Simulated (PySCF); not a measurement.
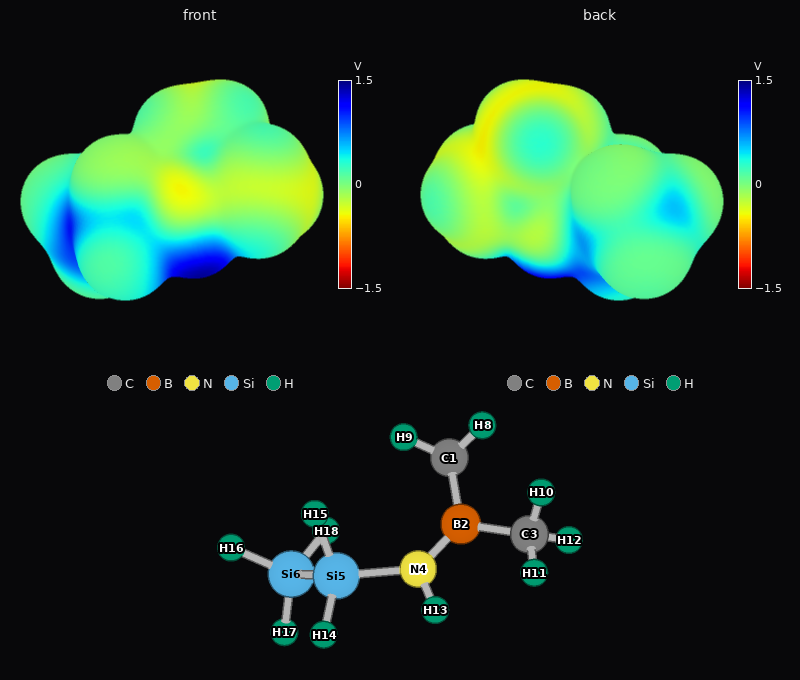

The picture shows: C2H12BNSi2. The molecular electrostatic potential painted on the density surface at 0.001 e/bohr³, seen from the front and from behind; the colour scale runs from red (negative) to blue (positive). The bare structure is drawn below in the same view.

Geometry: GFN2-xTB, MD frame at 250 fs, 300 K.

Level of theory: PBE0/pcSseg-1, SCF density, gas phase, non-relativistic in PySCF 2.14.0.

The calculation's input:

```
{"job": {"kind": "nmr", "xc": "PBE0", "basis": "pcSseg-1", "pop": false}, "charge": 0, "multiplicity": 1}
C     -0.948700    -1.511100     0.841000
B     -1.163700    -0.149200    -0.025600
C     -2.674700     0.212700    -0.372300
N     -0.227700     0.746200    -0.398600
Si     1.529900     0.849400    -0.133600
Si     3.066600    -0.745600    -0.825500
H     -0.634000    -2.448900     0.320100
H     -1.865200    -1.628100     1.410300
H     -0.199500    -1.352800     1.640200
H     -3.236300     0.141700     0.552400
H     -2.835100     1.202900    -0.746500
H     -3.228300    -0.436400    -1.070600
H     -0.536600     1.493300    -1.033400
H      1.798600     2.130600    -0.754900
H      1.574000     0.625000     1.339400
H      4.046800    -0.505000     0.230700
H      3.657000    -0.679400    -2.170900
H      2.465100    -2.051200    -0.693700
```

Command:

```sh
OMP_NUM_THREADS=1 python probes_run.py task.json out
```

Question: Which sites attract a positive test charge, and which a negative one?

Answer: A positive charge is drawn to the negative regions and a negative charge to the positive ones. The most negative region (about −0.4 V) lies over C1, C3 and N4, the most positive (about +1.3 V) over H13.

Question: What dipole moment does the calculation give?

Answer: Its dipole moment is 1.53 D.
